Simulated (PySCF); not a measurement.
# C3H4FNO− (SMILES N[C]([O-])/C=C/F): UCCSD(T)/3-21G

Aim: the vertical ionisation energy of C3H4FNO− at UCCSD(T)/3-21G, from 2 runs. The job is set up through a Python script.

The results are computed with PySCF 2.14.0.

## (1) Starting point

C3H4FNO−: 10 atoms, total charge -1, spin state doublet. SMILES: `N[C]([O-])/C=C/F`. The shape is that of a GFN2-xTB optimisation. This is one conformer, not always the lowest.

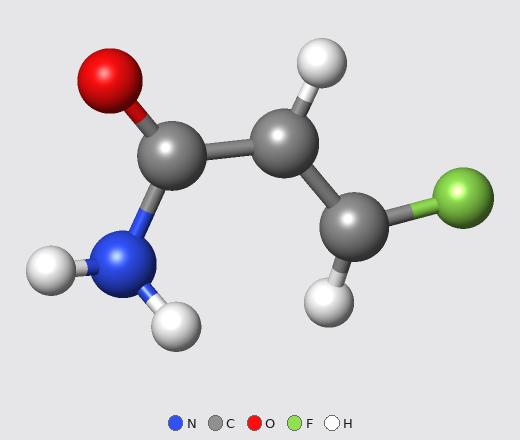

The structure, seen from a chosen angle (nitrogen blue, carbon grey, oxygen red, fluorine green, hydrogen white).

## (2) A single-point energy at UCCSD(T)/3-21G

job.py

```python
# N[C]([O-])/C=C/F
from pyscf import gto, cc

molecule = gto.M(
    atom='''
N      1.024780    -0.527770    -1.062270
C      0.055900    -1.025720    -0.111970
O     -0.049000    -2.275400     0.014790
C     -0.702950    -0.064330     0.562660
C     -0.547650     1.313140     0.472870
F     -1.454510     2.134820     1.161490
H      1.686290    -1.266590    -1.277230
H      1.507090     0.289500    -0.707150
H     -1.403750    -0.434790     1.299390
H     -0.116190     1.857150    -0.352590
''',
    max_memory=1860,
    verbose=4,
    basis='3-21g',
    spin=1,
    charge=-1,
)

mf = molecule.UHF()
mf.conv_tol = 1e-10
mf.kernel()
if not mf.converged:
    mf = mf.newton().run(mf.mo_coeff, mf.mo_occ)

mycc = cc.CCSD(mf, frozen=6)
mycc.kernel()
e_t = mycc.ccsd_t()
e_final = mycc.e_tot + e_t
print('E = %.10f Eh' % e_final)
```

Started as:

```sh
OMP_NUM_THREADS=1 python job.py
```

The log of the run:

```text
PySCF version 2.14.0

[... 114 lines left out ...]
converged SCF energy = -342.70759901312  <S^2> = 0.80658251  2S+1 = 2.055804
[... 12 lines left out ...]
Init t2, MP2 energy = -0.584646814639648
[... 18 lines left out ...]
UCCSD converged
[... 2 lines left out ...]
E = -343.3402251394 Eh
```

Wall time 75 s (1 thread of Arm Neoverse V2, shared host); peak memory 0.49 GiB.

## (3) Singlet neutral C3H4FNO, same level

start.xyz

```xyz
10
C3H4FNO
N      1.024780    -0.527770    -1.062270
C      0.055900    -1.025720    -0.111970
O     -0.049000    -2.275400     0.014790
C     -0.702950    -0.064330     0.562660
C     -0.547650     1.313140     0.472870
F     -1.454510     2.134820     1.161490
H      1.686290    -1.266590    -1.277230
H      1.507090     0.289500    -0.707150
H     -1.403750    -0.434790     1.299390
H     -0.116190     1.857150    -0.352590
```

run.py

```python
from pyscf import gto, scf, cc

mol = gto.M(
    atom='start.xyz',
    max_memory=1860,
    basis='3-21g',
    verbose=3,
    spin=0,
)

mf = scf.RHF(mol)
mf.conv_tol = 1e-10
mf.kernel()
if not mf.converged:
    mf = mf.newton().run(mf.mo_coeff, mf.mo_occ)

mycc = cc.CCSD(mf, frozen=6)
mycc.kernel()
e_t = mycc.ccsd_t()
etot = mycc.e_tot + e_t
print('E = %.10f Eh' % etot)
```

Started as:

```sh
OMP_NUM_THREADS=1 python run.py
```

The log of the run:

```text
converged SCF energy = -342.72601665754
E(CCSD) = -343.3712305815873  E_corr = -0.6452139240476262
CCSD(T) correction = -0.0225767567120427
E = -343.3938073383 Eh
```

It took 14 s on 1 thread of Arm Neoverse V2, shared host; peak memory 0.22 GiB.

## (4) Results

Level: UCCSD(T)/3-21G, 6 core orbitals frozen.

```
                                                                    quantity          value
                                              doublet C3H4FNO−: total energy  -343.34023 Eh
doublet C3H4FNO−: HOMO energy (Hartree–Fock orbitals) (highest over α and β)       -0.32 eV
 doublet C3H4FNO−: LUMO energy (Hartree–Fock orbitals) (lowest over α and β)        9.85 eV
               doublet C3H4FNO−: correlation energy (6 core orbitals frozen)     -632.6 mEh
                                            doublet C3H4FNO−: (T) correction     -18.24 mEh
                         doublet C3H4FNO−: ⟨S²⟩ of the reference determinant          0.807
                                             doublet C3H4FNO−: T1 diagnostic          0.017
                                       singlet neutral C3H4FNO: total energy  -343.39381 Eh
               singlet neutral C3H4FNO: dipole moment (Hartree–Fock density)         3.62 D
                singlet neutral C3H4FNO: HOMO energy (Hartree–Fock orbitals)      -10.77 eV
                singlet neutral C3H4FNO: LUMO energy (Hartree–Fock orbitals)        1.53 eV
              singlet neutral C3H4FNO: HOMO–LUMO gap (Hartree–Fock orbitals)       12.31 eV
        singlet neutral C3H4FNO: correlation energy (6 core orbitals frozen)     -667.8 mEh
                                     singlet neutral C3H4FNO: (T) correction     -22.58 mEh
                                      singlet neutral C3H4FNO: T1 diagnostic          0.016
                         vertical detachment energy (to the singlet neutral)      -1.458 eV
```

The species is unbound against losing an electron at this level, by 1.46 eV (−141 kJ/mol); missing correlation or diffuse functions can give that sign where the real anion is bound. Only the singlet of the ionised species was computed; a triplet could lie lower. Mulliken charges (doublet C3H4FNO−) of the mean-field density run from -0.87 on N1 to +0.65 on C2; they depend strongly on the basis. The triples (doublet C3H4FNO−) make up 2.9 % of the correlation energy. The triples (singlet neutral C3H4FNO) make up 3.4 % of the correlation energy.
